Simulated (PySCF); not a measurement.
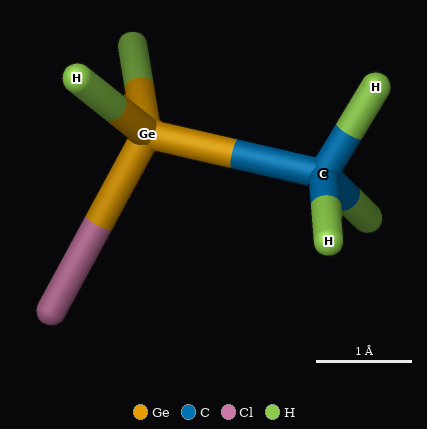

Fig. 1: The input geometry (stick view, seen at a tilt). Sticks mark near contacts.

Run report: CH₅ClGe, excited-state calculation

System: CH₅ClGe, SMILES [CH3][GeH2][Cl].
Method: TDDFT CAM-B3LYP/def2-SVPD, vertical, gas phase, core orbitals frozen in the response (PySCF 2.14.0).

The geometry comes from this level: PBE0-D3(BJ)/def2-SVP.

## The program's output
```
coarse grid: 31272 points
cycle   1  E = -2577.9945772852  dE = -6.257e-01  |g| = 5.005e-01  |ddm| = 2.969e+00
cycle   2  E = -2577.9986987204  dE = -4.121e-03  |g| = 5.272e-01  |ddm| = 9.681e-01
cycle   3  E = -2578.0397973337  dE = -4.110e-02  |g| = 1.776e-02  |ddm| = 4.838e-01
cycle   4  E = -2578.0398643755  dE = -6.704e-05  |g| = 1.053e-02  |ddm| = 5.046e-02
cycle   5  E = -2578.0398925486  dE = -2.817e-05  |g| = 1.216e-03  |ddm| = 1.479e-02
cycle   6  E = -2578.0398930095  dE = -4.609e-07  |g| = 4.799e-04  |ddm| = 2.887e-03
final grid: 62856 points
cycle   7  E = -2578.0398766448  dE = -3.074e-08  |g| = 4.661e-04  |ddm| = 1.615e-03
cycle   8  E = -2578.0398766477  dE = -2.868e-09  |g| = 4.678e-04  |ddm| = 9.734e-04
cycle   9  E = -2578.0398767011  dE = -5.342e-08  |g| = 1.677e-05  |ddm| = 4.757e-04
cycle  10  E = -2578.0398767012  dE = -1.041e-10  |g| = 4.869e-06  |ddm| = 2.476e-05
```

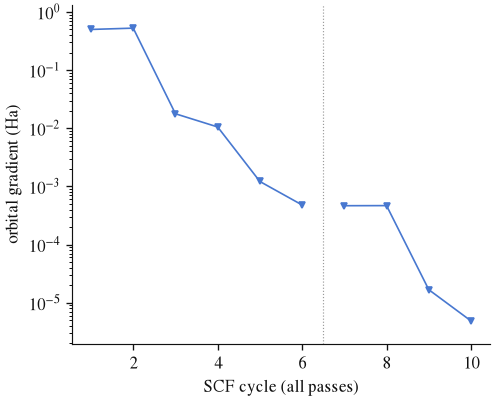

Fig. 2: Convergence of the self-consistent field: orbital gradient against the SCF cycle. The dotted line marks the change from a coarse to the final integration grid. The first 6 cycles use a coarse grid, the final grid takes over at cycle 7, and the field converges after 10 cycles in all.

```
converged SCF energy = -2578.0398767012

Static polarisability (au): isotropic 58.136, principal 51.401 57.071 65.937

Singlet excitations
state   eV       nm        f      main configurations
  1   7.0508    175.8   0.01994   H->L 0.78, H->L+1 0.16
  2   7.0666    175.5   0.02149   H-1->L 0.77, H-1->L+1 0.18
  3   7.9998    155.0   0.02291   H->L+1 0.78, H->L 0.14
  4   8.0430    154.2   0.00624   H-1->L+1 0.72, H-1->L 0.16
  5   8.4128    147.4   0.07304   H->L+2 0.55, H-2->L 0.35
  6   8.4323    147.0   0.00291   H-1->L+2 0.76

Triplet excitations (Tamm-Dancoff, eV): 6.5767 6.6020
Vertical ionisation energy (delta-SCF) = 10.9388 eV
```

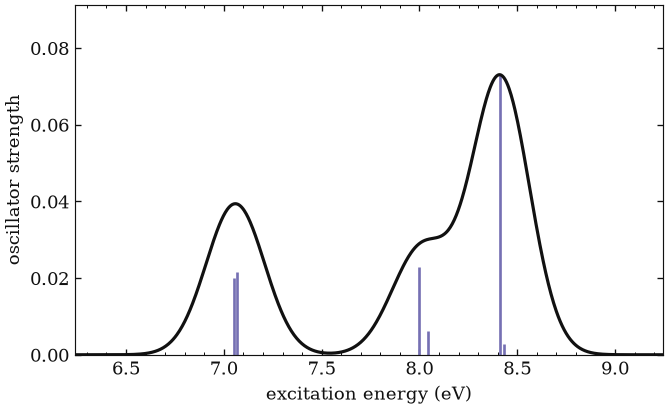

Fig. 3: Computed excitations as sticks (degenerate states added up, dark ones marked on the axis), with a Gaussian envelope of 0.35 eV full width at half maximum, scaled to the tallest. Of the 6 states the lowest lies at 7.05 eV (f = 0.020); the strongest line is at 8.41 eV, or 147 nm (f = 0.073).

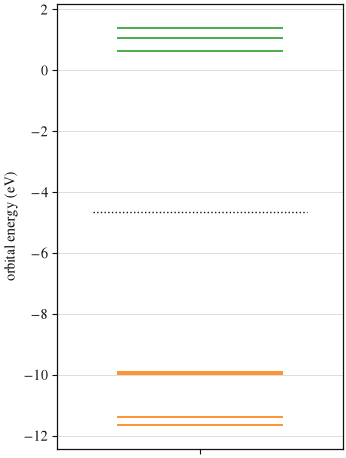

Fig. 4: Orbital energies near the frontier; the dotted line parts filled from empty levels, and levels within 0.02 eV of each other stand side by side. Highest filled −9.92 eV, lowest empty 0.62 eV, 10.54 eV apart.

This output came from the following input.

## Input
```
{"job": {"kind": "uv", "xc": "CAM-B3LYP", "basis": "def2-SVPD", "nstates": 6, "ntriplets": 2, "ip": true}, "charge": 0, "multiplicity": 1}
Ge    -0.210728     0.603095    -0.532452
C      0.390769    -0.822031     0.637972
Cl    -2.061251    -0.053906    -1.462233
H      0.779915     0.882222    -1.675081
H     -0.540470     1.894551     0.234529
H     -0.371993    -1.026524     1.402093
H      1.328423    -0.533374     1.136326
H      0.563232    -1.737127     0.054469
```

The first line tells a small driver script what to run in PySCF; the rest is the geometry in Å.

Launch command:
```bash
OMP_NUM_THREADS=1 python <driver script> task.json out
```

## Summary

```tsv
quantity	value
outcome	converged
total energy	−2578.039877 hartree
HOMO	−9.92 eV
LUMO	0.62 eV
dipole moment	2.59 D
mean polarisability	58.14 a.u.
vertical ionisation energy	10.94 eV
lowest singlet excitation	7.05 eV
hardware	1 CPU thread, shared host
wall time	22 s
peak memory	0.63 GiB
```

## Notes

Spin–orbit coupling is left out, which matters for the heavy atoms.
